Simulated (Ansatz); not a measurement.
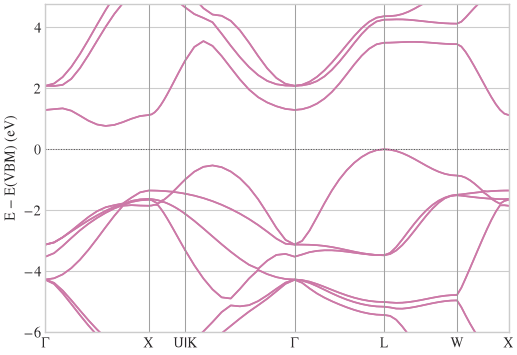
*Band structure from PBE+D3(BJ) with spin–orbit coupling in the plane-wave PAW code Ansatz*

### Question
Read off the gap and where the band edges lie.

### Answer
About 0.8 eV (0.77 eV by a search for the band edges); maximum at L, minimum on the Γ–X line, 59 % of the way from Γ.

The material is TeO₂ (fluorite, space group No. 225).

Space group Fm-3m (fluorite). The cell is a constructed one: a structure type filled with these elements; neither database checked (COD, Materials Project) lists it. COD files the formula under space group No. 19, 61, 92, 136, so this cell is another polymorph or a model. Whether it is the stable phase at ambient conditions was not checked. Symmetry was held in the PBE+D3(BJ) relaxation; whether a distortion lowers the energy is not shown.

Potentials: the later of the program's two PAW sets.
